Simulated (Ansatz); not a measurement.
# WC: stress in a strained cell

WC is deformed so: equal xy, yz and zx engineering shear strains of +3 %. What stress and forces result, by LAPW and PAW?

Method: DFT PBEsol, scalar-relativistic, in Ansatz 0.2.0.

2 further runs of the same task are left out: 2 that didn't finish.

### 1 The structure to begin with

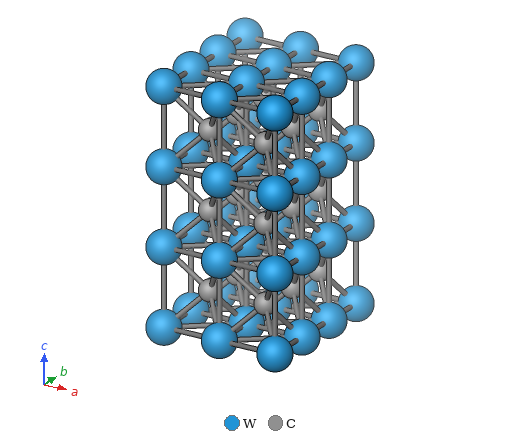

Start, viewed slightly off an axis; tungsten blue, carbon grey. 2×3×3 cells are drawn. Atoms on the faces are drawn again on the opposite ones.

Structure file:

```cif
data_structure
_symmetry_space_group_name_H-M 'P 1'
_symmetry_Int_Tables_number 1
_cell_length_a 2.9005
_cell_length_b 2.9005
_cell_length_c 2.8290
_cell_angle_alpha 90.000
_cell_angle_beta 90.000
_cell_angle_gamma 120.000
_cell_volume 20.61
loop_
_atom_site_label
_atom_site_type_symbol
_atom_site_fract_x
_atom_site_fract_y
_atom_site_fract_z
_atom_site_occupancy
W1 W 0.00000 0.00000 0.00000 1
C1 C 0.66667 0.33333 0.50000 1
```

Atoms are numbered in the order of the input: W1, C2.

### 2 After the deformation

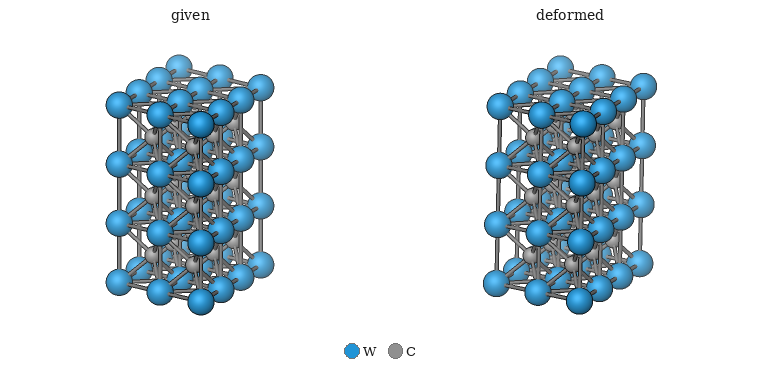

Given and deformed, at one scale.

Space group P-6m2 before, P1 after.

### 3 LAPW, all electrons

The input, input.yaml:

```yaml
crystal:
  lattice:
    - [2.900501436, 0.0435075215, 0.0435075215]
    - [-1.4125720991, 2.4901541665, 0.0159248581]
    - [0.042435, 0.042435, 2.829]
  atoms:
    - { symbol: W, position: [0.0, 0.0, 0.0] }
    - { symbol: C, position: [0.6666666667, 0.3333333333, 0.5] }
kpoints:
  mp_grid: { grid: [13, 13, 12] }
  band_path:
    path:
      - [0.0, 0.0, 0.0]
      - [0.0, -0.5, 0.0]
      - [0.0, 0.0, 0.5]
      - [0.0, 0.0, 0.0]
      - [-0.5, 0.0, 0.0]
      - [-0.5, 0.5, -0.5]
      - [0.0, 0.0, 0.0]
      - [-0.5, 0.0, -0.5]
      - [-0.5, 0.5, 0.0]
    npoints: 5
scf:
  occupations: { method: fermi_dirac, width: 0.05 }
hamiltonian:
  xc: pbesol
  pseudopotentials: { kind: all_electron, lapw: { basis_error: 0.001 } }
output:
  forces: true
  stress: true
  eigenvalues: true
```

Command:

```console
$ ansatz run input.yaml --threads 1 --pin off --max-ram 3072MiB --backend cpu --events-out ev --progress --plain --runs-dir out
```

Log, cut to the lines that bear on the results:

```text
LAPW: plane waves up to 9.554 Å⁻¹, error target 1.0e-3 eV per atom; small_component_spin mean_spin; C in spheres of 0.887 Å, 6 of its electrons in bands, Dirac shells []; W in spheres of 1.273 Å, 44 of its electrons in bands, Dirac shells []
[...]
Pseudopotentials: kind: all_electron
Pseudopotential: W, LAPW, valence charge 44, Koelling and Harmon's equation, gaussian nucleus
Pseudopotential: C, LAPW, valence charge 6, Koelling and Harmon's equation, gaussian nucleus
Functional definition: PBEsol
[...]
Crystal: 2 atoms, lattice volume = 20.598 Å³
Basis set: ecut = 347.7485840372926 eV, 317 PW (Γ), exchange–correlation at level 2
Bands: 30, of which v1, the nominal top of the filled ones, is band 25 counted from 1 (24 counted from 0)
Symmetry: 1 space group operations
Space group: P1 (ITA 1), of the structure as read, at distance tolerance 2.7e-5 Å
k-points: 1015 of 2028 (time reversal used)
[...]
SCF iter   1: F=—  HF=-440108.521409 eV  |F-HF|=—  |Δ(HF+E_count)|=         —  Δρ=1.25e-1  dr2=3.94e0  ethr=7.88e-3  ⟨swp⟩=2.0  Hψ=184336  notcnv=0
[...]
the basis was enlarged: its passes take 289.7 KiB over the memory plan, 1 of 1 planned eigensolver slots
[...]
SCF iter   8: F=-440107.027623 eV  HF=-440107.027623 eV  |F-HF|=1.86e-9  |Δ(HF+E_count)|=   7.51e-9  Δρ=4.42e-6  dr2=2.50e-9  ethr=2.36e-10  ⟨swp⟩=3.0  Hψ=91312  notcnv=0
[...]
NSCF: frozen V_eff on 41 k-points
SCF converged after 8 iterations
Free energy (F): -440107.027623 eV
[...]
E sigma→0 (E₀):  -440107.026529 eV
Entropy (-TS):   -0.002189 eV (-1.094 meV/atom)
Fermi energy:    25.746544 eV
[...]
--- Forces (eV/Å), atoms counted from 1 ---
  atom   1  W      0.11151990     0.00219946    -0.05436025
  atom   2  C     -0.11153120    -0.00220065     0.05436258
[...]
--- Stress (GPa, compression-positive) ---
        0.306309      -7.256927      -9.224837
       -7.256927       0.559525      -9.206882
       -9.224837      -9.206882       0.031533
  P = ⅓ Tr σ = 0.2991 GPa (2.991 kbar)
--- Band table (eV; the first three rows and the last of 1015) ---
[...]
```

Run time: 3.2 min. Hardware: 1 thread of Intel Xeon 6975P-C (Granite Rapids), shared host; peak memory 1.9 GiB.

Result: pressure 0.30 GPa; no gap; largest force 0.124 eV/Å.

### 4 PAW with frozen cores

The input, input.yaml:

```yaml
crystal:
  lattice:
    - [2.900501436, 0.0435075215, 0.0435075215]
    - [-1.4125720991, 2.4901541665, 0.0159248581]
    - [0.042435, 0.042435, 2.829]
  atoms:
    - { symbol: W, position: [0.0, 0.0, 0.0] }
    - { symbol: C, position: [0.6666666667, 0.3333333333, 0.5] }
kpoints:
  mp_grid: { grid: [13, 13, 12] }
scf:
  occupations: { method: fermi_dirac, width: 0.05 }
hamiltonian:
  xc: pbesol
  pseudopotentials: { kind: paw }
output:
  forces: true
  stress: true
  eigenvalues: true
  efg: { contact_densities: true }
  write_density: true
  write_potential: true
  elf: true
  volumetric_format: npy
```

Command:

```console
$ ansatz run input.yaml --threads 1 --pin off --max-ram 3072MiB --backend cpu --events-out ev --progress --plain --runs-dir out
```

Log, cut to the lines that bear on the results:

```text
W: output.efg is read without spin–orbit coupling, which moves field gradients at and beside such atoms by some per cent and up to a factor of two; PAW files take it under magnetization.noncollinear and magnetization.spin_orbit
[...]
Pseudopotentials: kind: paw
Pseudopotential: W, paw, valence charge 14, recommended cutoff 420 eV (normal)
Pseudopotential: C, paw, valence charge 4, recommended cutoff 420 eV (normal)
[... 1 set-up line as earlier in the session ...]
[...]
Crystal: 2 atoms, lattice volume = 20.598 Å³
Basis set: ecut = 420 eV, 405 PW (Γ), exchange–correlation on 40×40×40 points (8 copies of the dense FFT grid, shifted against one another)
Bands: 13, of which v1, the nominal top of the filled ones, is band 9 counted from 1 (8 counted from 0)
[... 2 set-up lines as earlier in the session ...]
[...]
--- Forces (eV/Å), atoms counted from 1 ---
  atom   1  W      0.11183359     0.00216273    -0.05438542
  atom   2  C     -0.11178213    -0.00216560     0.05435976
[...]
--- Stress (GPa, compression-positive) ---
        0.254774      -7.261763      -9.250401
       -7.261763       0.507301      -9.232536
       -9.250402      -9.232537      -0.007843
  P = ⅓ Tr σ = 0.2514 GPa (2.514 kbar)
--- PAW observables at the nuclei: V_zz in 10²¹ V/m², potentials from the cell's mean, atoms counted from 1 ---
  atom   1  W  V_zz =   -18.005836   η = 0.6220   by run symmetry: allowed
            electrostatic potential = -14818.572508 V   contact ρ = 8810901.548619 e/Å³
  atom   2  C  V_zz =    +0.456713   η = 0.2923   by run symmetry: allowed
            electrostatic potential = -431.815201 V   contact ρ = 861.043379 e/Å³
--- Band table (eV; the first three rows and the last of 1015) ---
  k-point 0: bands = ["-53.2428", "-17.2618", "-17.1857", "-17.1230", "6.1352", "16.2486", "16.9910", "17.4886", "20.7259", "23.6947", "23.8849", "26.2192", "26.4937"]
[...]
```

Run time: 18 s. Hardware: 1 thread of Intel Xeon 6975P-C (Granite Rapids), shared host; peak memory 0.68 GiB.

In short: pressure 0.25 GPa; no gap; largest force 0.124 eV/Å; Vzz W1 -18.01 (η = 0.62), C2 0.46 (η = 0.29) (10²¹ V/m²).

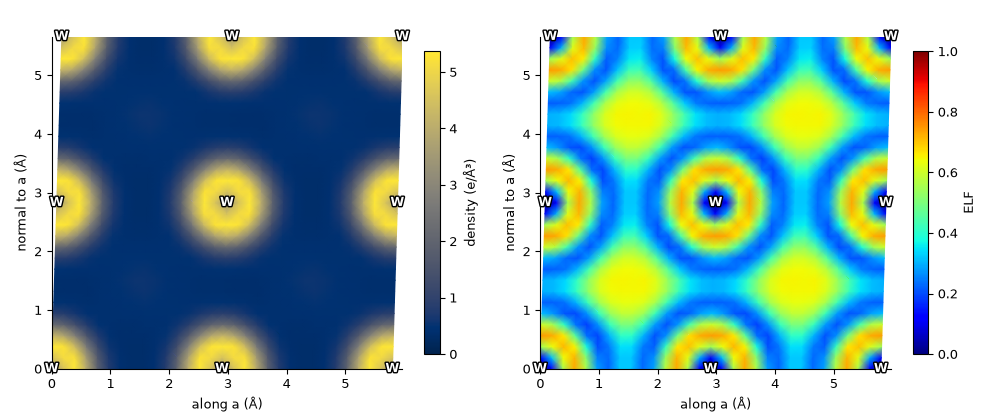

Density (left) and ELF (right) in a lattice plane of the grid's cell (edges 2.90 and 2.83 Å, at 0.000 of the third edge), which holds W. Only atoms in the plane are labelled. Both are smooth fields of the valence electrons: close to the nuclei they are not physical.

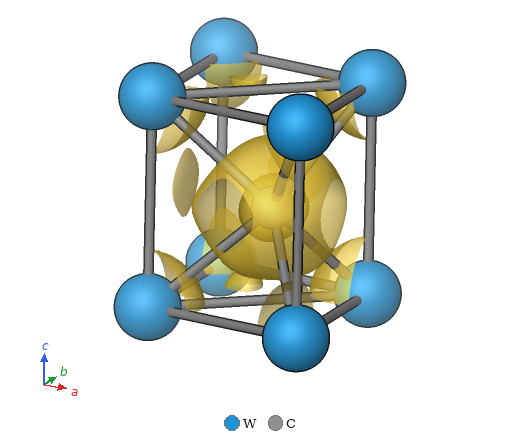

Surface of ELF = 0.59, drawn in one cell.

Outside the cores ELF peaks at 0.81 beside C, off the lines to its neighbours, 0.7 Å from C; 0.65 between the atoms, 1.7 Å from W.

### 5 Stress and forces compared

Stress (GPa, compression positive):

```csv
method,xx,yy,zz,yz,xz,xy
LAPW,0.31,0.56,0.03,-9.21,-9.22,-7.26
PAW,0.25,0.51,-0.01,-9.23,-9.25,-7.26
```

Forces (eV/Å):

```csv
atom,LAPW x,LAPW y,LAPW z,PAW x,PAW y,PAW z
W1,0.112,0.002,-0.054,0.112,0.002,-0.054
C2,-0.112,-0.002,0.054,-0.112,-0.002,0.054
```

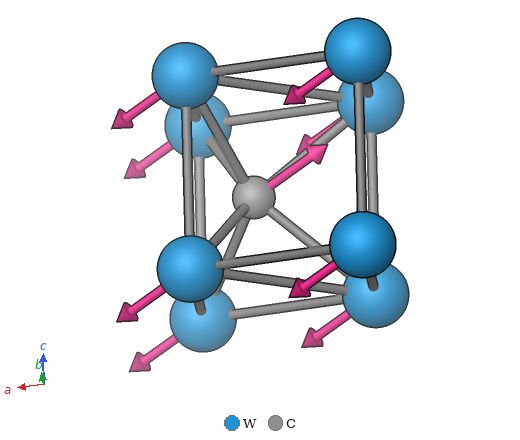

Forces of the LAPW run as arrows; the longest is 0.124 eV/Å.

| method | pressure (GPa) | largest force (eV/Å) | Vzz W1 (10²¹ V/m²) | Vzz C2 (10²¹ V/m²) | SCF cycles, all passes |
| --- | --- | --- | --- | --- | --- |
| LAPW | 0.30 | 0.124 | – | – | 8 |
| PAW | 0.25 | 0.124 | -18.01 | 0.46 | 6 |

### 6 Outcome

| quantity | value |
| --- | --- |
| pressure | LAPW 0.30, PAW 0.25 GPa |
| largest shear or deviatoric stress (LAPW) | 9.22 GPa |

In words: The largest part of the stress beyond the pressure is 9.22 GPa in size; the atoms are carried along and not relaxed. No run of the undeformed cell stands beside it, so the pressure holds what the given cell had before the change. PAW: stress within 0.05 GPa of LAPW, forces within 1 meV/Å. Spin-orbit coupling is left out, though the cell holds W; in elements this heavy it can shift bands and gaps by tenths of an eV.
